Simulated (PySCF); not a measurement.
# [SiH3]− (SMILES [SiH3-]): NEVPT2(2,2)/6-31G

What is the energy change on altering one bond length of [SiH3]− at NEVPT2(2,2)/6-31G? Input form: a Python script.

Program for the calculation: PySCF 2.14.0.

6 further runs of the same task are left out: 6 set aside as unsound or not needed.

## 1. The structure to begin with

[SiH3]− has 4 atoms, charge -1, and is taken as a singlet. SMILES: `[SiH3-]`. The coordinates come from a PBE0-D4/def2-TZVPD relaxation.

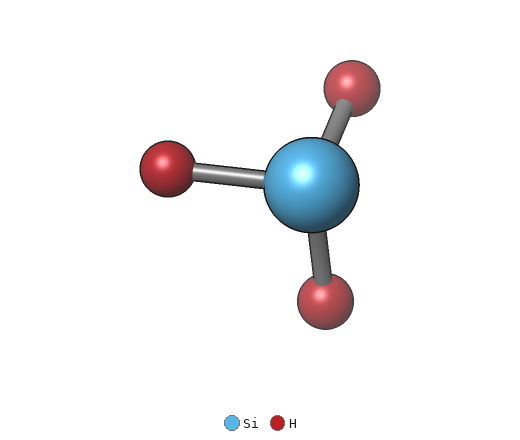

The structure, seen from a chosen angle (silicon blue, hydrogen red).

## 2. The energy at NEVPT2(2,2)/6-31G

The input, run.py:

```python
# [SiH3-]
import numpy
from pyscf import gto, scf, mp, mcscf, mrpt

mol = gto.Mole()
mol.atom = [
    ('Si', (0.539700, -0.050700, -0.300900)),
    ('H', (0.426600, 0.622300, 1.085900)),
    ('H', (-0.298500, -1.283700, 0.106800)),
    ('H', (-0.667800, 0.712200, -0.891800)),
]
mol.verbose = 3
mol.spin = 0
mol.charge = -1
mol.basis = '6-31g'
mol.max_memory = 1860
mol.build()

myscf = mol.RHF()
myscf.conv_tol = 1e-10
myscf.kernel()
if not myscf.converged:
    myscf = myscf.newton().run(myscf.mo_coeff, myscf.mo_occ)

pt = mp.MP2(scf.addons.convert_to_uhf(myscf)).run()
noons, natorbs = mcscf.addons.make_natural_orbitals(pt)
print('natural occupations', numpy.round(noons[:40], 4))
cas = mcscf.CASSCF(myscf, 2, 2)
cas.fix_spin_(ss=0.0)
cas.natorb = True
cas.kernel(natorbs)
e_pt2 = mrpt.NEVPT(cas).kernel()
energy = cas.e_tot + e_pt2
print('Final energy', energy)
```

Launch:

```bash
$ OMP_NUM_THREADS=1 python run.py
```

The program printed:

```text
converged SCF energy = -290.573545676436
E(UMP2) = -290.635644494697  E_corr = -0.0620988182612045
E(SCS-UMP2) = -290.642647260614  E_corr = -0.0691015841784718
natural occupations [2.0000e+00 1.9999e+00 1.9998e+00 1.9998e+00 1.9998e+00 1.9889e+00
 1.9819e+00 1.9819e+00 1.9793e+00 1.6200e-02 1.6200e-02 1.2300e-02
 8.9000e-03 4.3000e-03 4.3000e-03 3.6000e-03 1.2000e-03 1.2000e-03
 6.0000e-04]
CASSCF energy = -290.588231125448
CASCI E = -290.588231125448  E(CI) = -0.967502597057830  S^2 = 0.0000000
Sr    (-1)',   E = 0.00000000000608
Si    (+1)',   E = -0.00000000000063
Sijrs (0)  ,   E = -0.03909414911996
Sijr  (+1) ,   E = -0.00188992811174
Srsi  (-1) ,   E = -0.00498004798435
Srs   (-2) ,   E = -0.00164315957566
Sij   (+2) ,   E = -0.00046225055566
Sir   (0)' ,   E = -0.00232249741206
Nevpt2 Energy = -0.050392032753976
Final energy -290.63862315820177
```

Run time: 0.9 s. Hardware: 1 thread of Arm Neoverse V2, shared host; peak memory 0.12 GiB.

## 3. The distorted shape

The input, calc.py:

```python
import numpy
from pyscf import gto, scf, mp, mcscf, mrpt

mol = gto.M(
    atom='Si 1.143471 -0.432163 -0.005440; H 1.030371 0.240837 1.381360; H 0.305271 -1.665163 0.402260; H -0.667800 0.712200 -0.891800',
    verbose=3,
    charge=-1,
    max_memory=1860,
    basis='6-31g',
)

mf = scf.RHF(mol)
mf.conv_tol = 1e-10
mf.kernel()
if not mf.converged:
    mf = mf.newton().run(mf.mo_coeff, mf.mo_occ)

pt = mp.MP2(scf.addons.convert_to_uhf(mf)).run()
noons, natorbs = mcscf.addons.make_natural_orbitals(pt)
print('natural occupations', numpy.round(noons[:40], 4))
cas = mcscf.CASSCF(mf, 2, 2)
cas.fix_spin_(ss=0.0)
cas.natorb = True
cas.kernel(natorbs)
e_pt2 = mrpt.NEVPT(cas).kernel()
energy = cas.e_tot + e_pt2
print('E = %.10f Eh' % energy)
```

Launch:

```bash
$ OMP_NUM_THREADS=1 python calc.py
```

The program printed:

```text
converged SCF energy = -290.523337174641
E(UMP2) = -290.589176278199  E_corr = -0.0658391035585848
E(SCS-UMP2) = -290.597182837586  E_corr = -0.0738456629451003
natural occupations [2.0000e+00 1.9999e+00 1.9998e+00 1.9998e+00 1.9998e+00 1.9874e+00
 1.9818e+00 1.9787e+00 1.9681e+00 3.2300e-02 1.6600e-02 1.3400e-02
 8.4000e-03 4.1000e-03 3.6000e-03 3.1000e-03 1.2000e-03 1.1000e-03
 7.0000e-04]
CASSCF energy = -290.549425503930
CASCI E = -290.549425503930  E(CI) = -0.679559723882051  S^2 = 0.0000000
Sr    (-1)',   E = 0.00000000014189
Si    (+1)',   E = -0.00000000000438
Sijrs (0)  ,   E = -0.04006446271521
Sijr  (+1) ,   E = -0.00193267723077
Srsi  (-1) ,   E = -0.00346673398275
Srs   (-2) ,   E = -0.00078722784190
Sij   (+2) ,   E = -0.00064686482338
Sir   (0)' ,   E = -0.00332256102862
Nevpt2 Energy = -0.050220527485108
E = -290.5996460314 Eh
```

Run time: 0.72 s. Hardware: 1 thread of Arm Neoverse V2, shared host; peak memory 0.12 GiB.

## 4. What came out

Level: NEVPT2(2,2)/6-31G.

| quantity | value |
| --- | --- |
| first shape: total energy | -290.63862 Eh |
| first shape: HOMO energy (Hartree–Fock orbitals) | -1.58 eV |
| first shape: LUMO energy (Hartree–Fock orbitals) | 10.05 eV |
| first shape: HOMO–LUMO gap (to an unbound level, set by the basis) | 11.63 eV |
| distorted shape: total energy | -290.59965 Eh |
| distorted shape: HOMO energy (Hartree–Fock orbitals) | -2.22 eV |
| distorted shape: LUMO energy (Hartree–Fock orbitals) | 7.87 eV |
| distorted shape: HOMO–LUMO gap (to an unbound level, set by the basis) | 10.09 eV |
| energy change with the Si1–H4 bond stretched from 1.546 to 2.319 Å | 1.061 eV |

With the Si1–H4 bond stretched from 1.546 to 2.319 Å the energy rises by 1.06 eV (24 kcal/mol). The first shape isn't relaxed at this level, so the change isn't measured from a minimum.
